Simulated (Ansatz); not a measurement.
**CH4FNOSi: molecular dynamics (part 2 of 2)**

Continued. System: CH4FNOSi. Method: UKS r2SCAN/def2-SVP (Ansatz 0.2.0). The geometry comes from this level: PBE0-D4/def2-TZVP.

Geometry of the input (Å):
```
N  1.6457  0.9385  0.1930
C  1.3780  -0.2671  0.0004
F  2.3624  -1.1375  -0.1079
O  0.2269  -0.9165  -0.1295
Si -1.2795  -0.1875  -0.0701
H  0.8216  1.5256  0.2626
H  -1.3747  0.8261  -1.1481
H  -2.2363  -1.2929  -0.2670
H  -1.4555  0.4650  1.2497
```

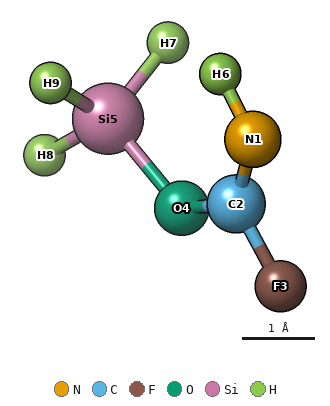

**Figure 1.** The geometry at step 20 of the log (ball-and-stick view, seen at a tilt; atoms are numbered from 1 in the order of the input).

## Trajectory as extended XYZ, continued
```
9
Properties=species:S:1:pos:R:3:forces:R:3 step=10 time_fs=10.0 energy=-15221.39705 temperature=150.9
N     1.6623    0.9537    0.2509   -1.0372  -0.1245  -0.4723
C     1.3765   -0.2610    0.0324    0.8543   0.0986  -0.4091
F     2.3931   -1.1100   -0.1051   -0.3663  -0.1884   0.3359
O     0.2323   -0.9272   -0.1614   -0.0693   0.0513   0.0008
Si   -1.3262   -0.2343   -0.0840    0.2424   1.0869  -0.0805
H     0.8070    1.5194    0.1246    0.3468  -0.0132   0.4618
H    -1.4508    0.7812   -1.2051    0.0238  -0.3770   0.2231
H    -2.3369   -1.3188   -0.2968    0.3142   0.1490   0.3381
H    -1.3285    0.6145    1.1920   -0.3087  -0.6827  -0.3980
9
Properties=species:S:1:pos:R:3:forces:R:3 step=11 time_fs=11.0 energy=-15221.38242 temperature=136.7
N     1.6636    0.9564    0.2555   -1.6312   0.0853  -0.5816
C     1.3782   -0.2618    0.0340    0.7187   0.3621  -0.3903
F     2.3948   -1.1078   -0.1028   -0.3401  -0.2170   0.3335
O     0.2323   -0.9280   -0.1648   -0.0366   0.0891   0.0240
Si   -1.3300   -0.2395   -0.0852    0.2468   1.1110  -0.1751
H     0.7931    1.5349    0.1256    0.9445  -0.4843   0.5365
H    -1.4629    0.7738   -1.2162    0.0413  -0.4385   0.3068
H    -2.3453   -1.3229   -0.2860    0.3432   0.1439   0.3210
H    -1.3383    0.6086    1.1880   -0.2867  -0.6517  -0.3749
9
Properties=species:S:1:pos:R:3:forces:R:3 step=12 time_fs=12.0 energy=-15221.38067 temperature=145.5
N     1.6633    0.9585    0.2592   -1.8612   0.1547  -0.6250
C     1.3809   -0.2620    0.0349    0.5188   0.5265  -0.3755
F     2.3961   -1.1060   -0.1001   -0.2961  -0.2486   0.3227
O     0.2321   -0.9283   -0.1682    0.0234   0.1281   0.0509
Si   -1.3338   -0.2447   -0.0864    0.2822   1.0723  -0.2591
H     0.7864    1.5453    0.1301    1.2043  -0.7195   0.5576
H    -1.4746    0.7609   -1.2245    0.0497  -0.4387   0.3281
H    -2.3523   -1.3249   -0.2718    0.3386   0.0992   0.2923
H    -1.3509    0.5986    1.1809   -0.2597  -0.5740  -0.2920
9
Properties=species:S:1:pos:R:3:forces:R:3 step=13 time_fs=13.0 energy=-15221.40269 temperature=166.3
N     1.6611    0.9605    0.2622   -1.7147   0.0134  -0.6109
C     1.3840   -0.2618    0.0362    0.2724   0.6436  -0.3769
F     2.3970   -1.1037   -0.0976   -0.2391  -0.2926   0.3123
O     0.2312   -0.9285   -0.1714    0.1234   0.1695   0.0855
Si   -1.3379   -0.2499   -0.0875    0.3765   1.0080  -0.3431
H     0.7896    1.5490    0.1359    1.0937  -0.6927   0.5314
H    -1.4855    0.7434   -1.2303    0.0489  -0.3876   0.2948
H    -2.3562   -1.3231   -0.2542    0.2685  -0.0169   0.2483
H    -1.3658    0.5848    1.1705   -0.2297  -0.4445  -0.1415
9
Properties=species:S:1:pos:R:3:forces:R:3 step=14 time_fs=14.0 energy=-15221.43782 temperature=206.1
N     1.6575    0.9623    0.2649   -1.1147  -0.4448  -0.5307
C     1.3868   -0.2615    0.0378    0.0513   0.7456  -0.3853
F     2.3980   -1.1007   -0.0956   -0.1821  -0.3426   0.3018
O     0.2304   -0.9293   -0.1742    0.2183   0.2202   0.1249
Si   -1.3416   -0.2548   -0.0887    0.4957   0.8725  -0.4280
H     0.8056    1.5458    0.1457    0.5134  -0.3316   0.4431
H    -1.4981    0.7196   -1.2347    0.0479  -0.2782   0.2026
H    -2.3587   -1.3188   -0.2347    0.1656  -0.1733   0.2027
H    -1.3824    0.5686    1.1574   -0.1955  -0.2677   0.0689
9
Properties=species:S:1:pos:R:3:forces:R:3 step=15 time_fs=15.0 energy=-15221.44876 temperature=218.1
N     1.6534    0.9636    0.2673   -0.1045  -1.1581  -0.3854
C     1.3889   -0.2604    0.0398   -0.1112   0.7567  -0.4080
F     2.3992   -1.0975   -0.0937   -0.1463  -0.3748   0.2889
O     0.2300   -0.9304   -0.1770    0.2864   0.2822   0.1702
Si   -1.3450   -0.2593   -0.0897    0.6155   0.6527  -0.4930
H     0.8288    1.5372    0.1610   -0.4888   0.3545   0.3028
H    -1.5123    0.6915   -1.2369    0.0422  -0.1204   0.0523
H    -2.3613   -1.3144   -0.2129    0.0657  -0.3292   0.1601
H    -1.3997    0.5516    1.1437   -0.1592  -0.0636   0.3120
9
Properties=species:S:1:pos:R:3:forces:R:3 step=16 time_fs=16.0 energy=-15221.42458 temperature=188.7
N     1.6495    0.9636    0.2694    0.9032  -1.7533  -0.2365
C     1.3904   -0.2585    0.0416   -0.2465   0.6279  -0.4465
F     2.4001   -1.0947   -0.0916   -0.1253  -0.3865   0.2691
O     0.2301   -0.9314   -0.1798    0.3218   0.3464   0.2145
Si   -1.3482   -0.2635   -0.0908    0.7117   0.3889  -0.5176
H     0.8474    1.5296    0.1812   -1.4671   1.0480   0.1828
H    -1.5267    0.6629   -1.2390    0.0301   0.0450  -0.1114
H    -2.3632   -1.3142   -0.1905   -0.0018  -0.4421   0.1233
H    -1.4167    0.5347    1.1335   -0.1261   0.1257   0.5223
9
Properties=species:S:1:pos:R:3:forces:R:3 step=17 time_fs=17.0 energy=-15221.41429 temperature=174.7
N     1.6459    0.9619    0.2711    1.2744  -1.7138  -0.1524
C     1.3913   -0.2560    0.0425   -0.4041   0.3612  -0.4910
F     2.4007   -1.0923   -0.0895   -0.1090  -0.3817   0.2393
O     0.2303   -0.9327   -0.1821    0.3295   0.4078   0.2512
Si   -1.3512   -0.2673   -0.0923    0.7651   0.0958  -0.5002
H     0.8532    1.5322    0.2049   -1.7532   1.2390   0.1513
H    -1.5406    0.6336   -1.2438    0.0141   0.2015  -0.2603
H    -2.3643   -1.3196   -0.1711   -0.0161  -0.4840   0.0995
H    -1.4323    0.5196    1.1272   -0.1007   0.2743   0.6627
9
Properties=species:S:1:pos:R:3:forces:R:3 step=18 time_fs=18.0 energy=-15221.44250 temperature=199.0
N     1.6431    0.9599    0.2725    0.7448  -0.8876  -0.1100
C     1.3916   -0.2528    0.0426   -0.5825   0.0044  -0.5391
F     2.4011   -1.0904   -0.0875   -0.1010  -0.3519   0.2051
O     0.2307   -0.9341   -0.1846    0.3141   0.4723   0.2864
Si   -1.3542   -0.2712   -0.0943    0.7679  -0.1651  -0.4601
H     0.8431    1.5474    0.2300   -1.0928   0.7106   0.1739
H    -1.5532    0.6066   -1.2525   -0.0004   0.3092  -0.3535
H    -2.3664   -1.3294   -0.1535    0.0253  -0.4579   0.0809
H    -1.4484    0.5079    1.1241   -0.0753   0.3660   0.7165
9
Properties=species:S:1:pos:R:3:forces:R:3 step=19 time_fs=19.0 energy=-15221.46732 temperature=212.2
N     1.6412    0.9581    0.2738   -0.1371   0.2334  -0.0324
C     1.3914   -0.2495    0.0422   -0.7223  -0.3476  -0.5767
F     2.4015   -1.0887   -0.0852   -0.1040  -0.3087   0.1697
O     0.2318   -0.9354   -0.1868    0.2429   0.5334   0.3150
Si   -1.3576   -0.2752   -0.0966    0.7117  -0.3189  -0.3685
H     0.8243    1.5690    0.2562   -0.0737  -0.1159   0.1592
H    -1.5653    0.5869   -1.2642   -0.0039   0.3214  -0.3428
H    -2.3698   -1.3442   -0.1325    0.1226  -0.3620   0.0498
H    -1.4671    0.5003    1.1273   -0.0363   0.3650   0.6267
9
Properties=species:S:1:pos:R:3:forces:R:3 step=20 time_fs=20.0 energy=-15221.46513 temperature=170.5
N     1.6390    0.9565    0.2755   -0.8070   1.1493   0.0821
C     1.3902   -0.2467    0.0417   -0.7979  -0.6611  -0.5966
F     2.4019   -1.0872   -0.0827   -0.1197  -0.2638   0.1357
O     0.2329   -0.9368   -0.1886    0.1521   0.5888   0.3342
Si   -1.3608   -0.2788   -0.0988    0.6066  -0.3698  -0.2029
H     0.8064    1.5874    0.2807    0.7072  -0.7671   0.0962
H    -1.5753    0.5741   -1.2777   -0.0001   0.2666  -0.2528
H    -2.3712   -1.3634   -0.1102    0.2437  -0.2183   0.0065
H    -1.4859    0.4967    1.1377    0.0151   0.2754   0.3976
9
Properties=species:S:1:pos:R:3:forces:R:3 step=21 time_fs=21.0 energy=-15221.45070 temperature=183.0
N     1.6361    0.9560    0.2776   -1.1839   1.6457   0.1892
C     1.3885   -0.2448    0.0411   -0.8174  -0.8168  -0.5831
F     2.4019   -1.0856   -0.0804   -0.1315  -0.2262   0.1015
O     0.2337   -0.9385   -0.1902    0.0670   0.6337   0.3477
Si   -1.3637   -0.2824   -0.1012    0.4749  -0.3263  -0.0293
H     0.7926    1.5985    0.3053    1.1470  -1.1429   0.0101
H    -1.5836    0.5660   -1.2938    0.0138   0.1584  -0.0912
H    -2.3705   -1.3839   -0.0881    0.3569  -0.0674  -0.0437
H    -1.5033    0.4954    1.1524    0.0731   0.1418   0.0987
9
Properties=species:S:1:pos:R:3:forces:R:3 step=22 time_fs=22.0 energy=-15221.44064 temperature=150.7
N     1.6329    0.9567    0.2802   -1.2775   1.6903   0.2502
C     1.3861   -0.2441    0.0402   -0.7513  -0.7791  -0.5267
F     2.4019   -1.0845   -0.0784   -0.1601  -0.1866   0.0691
O     0.2343   -0.9396   -0.1918   -0.0218   0.6543   0.3493
Si   -1.3666   -0.2861   -0.1039    0.3405  -0.2410   0.1152
H     0.7874    1.6025    0.3284    1.2497  -1.2468  -0.0684
H    -1.5929    0.5593   -1.3122    0.0365   0.0276   0.1028
H    -2.3695   -1.4033   -0.0654    0.4544   0.0684  -0.0980
H    -1.5182    0.4955    1.1670    0.1297   0.0128  -0.1935
9
Properties=species:S:1:pos:R:3:forces:R:3 step=23 time_fs=23.0 energy=-15221.44642 temperature=128.2
N     1.6297    0.9586    0.2832   -1.0476   1.2785   0.2243
C     1.3831   -0.2439    0.0381   -0.5813  -0.5886  -0.4242
F     2.4023   -1.0838   -0.0770   -0.2249  -0.1328   0.0418
O     0.2347   -0.9396   -0.1937   -0.1030   0.6486   0.3327
Si   -1.3693   -0.2896   -0.1066    0.2214  -0.1368   0.2600
H     0.7934    1.5987    0.3448    0.9757  -1.0453  -0.0991
H    -1.6034    0.5536   -1.3281    0.0620  -0.0834   0.2684
H    -2.3660   -1.4201   -0.0458    0.5166   0.1654  -0.1466
H    -1.5304    0.4961    1.1811    0.1810  -0.1056  -0.4573
9
Properties=species:S:1:pos:R:3:forces:R:3 step=24 time_fs=24.0 energy=-15221.45734 temperature=120.5
N     1.6261    0.9615    0.2863   -0.4316   0.4222   0.1103
C     1.3797   -0.2439    0.0357   -0.3369  -0.3165  -0.3013
F     2.4027   -1.0834   -0.0765   -0.3077  -0.0676   0.0226
O     0.2350   -0.9391   -0.1952   -0.1780   0.6294   0.3091
Si   -1.3715   -0.2933   -0.1089    0.1296  -0.0439   0.3843
H     0.8081    1.5859    0.3547    0.2735  -0.4863  -0.0644
H    -1.6124    0.5496   -1.3392    0.0818  -0.1678   0.3861
H    -2.3592   -1.4357   -0.0299    0.5440   0.2286  -0.1884
H    -1.5417    0.4964    1.1924    0.2253  -0.1981  -0.6583
9
Properties=species:S:1:pos:R:3:forces:R:3 step=25 time_fs=25.0 energy=-15221.44453 temperature=103.4
N     1.6220    0.9647    0.2895    0.5115  -0.6799  -0.0531
C     1.3761   -0.2433    0.0333   -0.0656  -0.0875  -0.1825
F     2.4032   -1.0826   -0.0764   -0.4024   0.0067   0.0064
O     0.2353   -0.9385   -0.1964   -0.2440   0.6075   0.2877
Si   -1.3734   -0.2968   -0.1109    0.0873   0.0163   0.4714
H     0.8260    1.5684    0.3620   -0.7685   0.3469   0.0214
H    -1.6165    0.5458   -1.3461    0.0839  -0.2196   0.4440
H    -2.3506   -1.4487   -0.0161    0.5419   0.2614  -0.2247
H    -1.5507    0.4974    1.1969    0.2559  -0.2517  -0.7706
9
Properties=species:S:1:pos:R:3:forces:R:3 step=26 time_fs=26.0 energy=-15221.41474 temperature=85.1
N     1.6182    0.9674    0.2930    1.3086  -1.5562  -0.2005
C     1.3726   -0.2421    0.0307    0.1600   0.0361  -0.0757
F     2.4037   -1.0816   -0.0760   -0.4880   0.0804  -0.0146
O     0.2354   -0.9381   -0.1977   -0.2844   0.5970   0.2703
Si   -1.3752   -0.3002   -0.1129    0.1226   0.0946   0.5053
H     0.8360    1.5538    0.3709   -1.6449   1.0436   0.1050
H    -1.6182    0.5418   -1.3506    0.0762  -0.2487   0.4640
H    -2.3380   -1.4576   -0.0056    0.4794   0.2256  -0.2467
H    -1.5568    0.4990    1.1949    0.2705  -0.2725  -0.8071
9
Properties=species:S:1:pos:R:3:forces:R:3 step=27 time_fs=27.0 energy=-15221.42164 temperature=91.1
N     1.6151    0.9691    0.2972    1.3665  -1.6983  -0.2504
C     1.3699   -0.2403    0.0284    0.2923   0.0262   0.0002
F     2.4039   -1.0809   -0.0758   -0.5538   0.1554  -0.0337
O     0.2354   -0.9377   -0.1992   -0.2897   0.6015   0.2560
Si   -1.3766   -0.3033   -0.1146    0.2598   0.1723   0.4657
H     0.8293    1.5469    0.3806   -1.7341   1.1230   0.1153
H    -1.6200    0.5356   -1.3523    0.0610  -0.2420   0.4418
H    -2.3188   -1.4618    0.0012    0.3331   0.0914  -0.2518
H    -1.5596    0.4959    1.1869    0.2648  -0.2295  -0.7431
9
Properties=species:S:1:pos:R:3:forces:R:3 step=28 time_fs=28.0 energy=-15221.46708 temperature=129.8
N     1.6128    0.9695    0.3013    0.6023  -1.0361  -0.1696
C     1.3677   -0.2380    0.0258    0.3453  -0.1408   0.0457
F     2.4046   -1.0807   -0.0757   -0.6210   0.2391  -0.0520
O     0.2352   -0.9368   -0.2007   -0.2634   0.6019   0.2387
Si   -1.3779   -0.3062   -0.1158    0.5093   0.2206   0.3771
H     0.8061    1.5493    0.3905   -0.9425   0.5435   0.0252
H    -1.6203    0.5250   -1.3496    0.0270  -0.1727   0.3412
H    -2.2957   -1.4607    0.0059    0.1083  -0.1480  -0.2416
H    -1.5585    0.4867    1.1732    0.2346  -0.1075  -0.5647
9
Properties=species:S:1:pos:R:3:forces:R:3 step=29 time_fs=29.0 energy=-15221.48663 temperature=136.8
N     1.6117    0.9695    0.3051   -0.4802  -0.1331  -0.0366
C     1.3665   -0.2361    0.0229    0.3187  -0.2890   0.1012
F     2.4052   -1.0806   -0.0748   -0.6632   0.3016  -0.0778
O     0.2345   -0.9355   -0.2015   -0.1989   0.5915   0.2182
Si   -1.3792   -0.3088   -0.1167    0.8007   0.2098   0.2685
H     0.7737    1.5575    0.4020    0.1952  -0.2738  -0.1177
H    -1.6179    0.5105   -1.3451   -0.0252  -0.0561   0.1834
H    -2.2722   -1.4599    0.0076   -0.1306  -0.4092  -0.2193
H    -1.5539    0.4751    1.1570    0.1835   0.0582  -0.3199
9
Properties=species:S:1:pos:R:3:forces:R:3 step=30 time_fs=30.0 energy=-15221.45962 temperature=128.9
N     1.6110    0.9696    0.3089   -1.3145   0.5068   0.0681
C     1.3653   -0.2349    0.0202    0.2811  -0.3747   0.1662
F     2.4054   -1.0808   -0.0734   -0.6913   0.3507  -0.1052
O     0.2336   -0.9342   -0.2023   -0.1135   0.5833   0.1987
Si   -1.3803   -0.3111   -0.1173    1.0529   0.0579   0.1123
H     0.7439    1.5650    0.4138    1.0743  -0.8801  -0.2425
H    -1.6142    0.4955   -1.3393   -0.0863   0.0824  -0.0036
H    -2.2488   -1.4657    0.0049   -0.3148  -0.5909  -0.1936
H    -1.5463    0.4613    1.1390    0.1121   0.2646  -0.0004
```

## Results in brief

| quantity | value |
| --- | --- |
| outcome | finished |
| mean temperature over the second half | 151 K |
| trajectory | 30 steps, 30 fs |
| ensemble | nvt_langevin |
| temperature in the input | 300 K |
| time step | 1 fs |
| potential energy (last step) | −15221.4596 eV |
| SCF solution under orbital rotations (last step) | stable |
| largest force (length of the vector) (last step) | 1.410 eV/Å |
| dipole moment (last step) | 4.05 D |
| hardware | 2 threads of Intel Xeon, 15 GiB of memory available, shared host |
| wall time | 2.4 min (CPU time 4.7 min) |
| peak memory | 0.41 GiB |

So short a trajectory is not equilibrated. The logged temperature at the start can lie below the typed one, since it is counted over all degrees of freedom. The temperature stays far from the 300 K of the thermostat over the second half: the run isn't equilibrated.
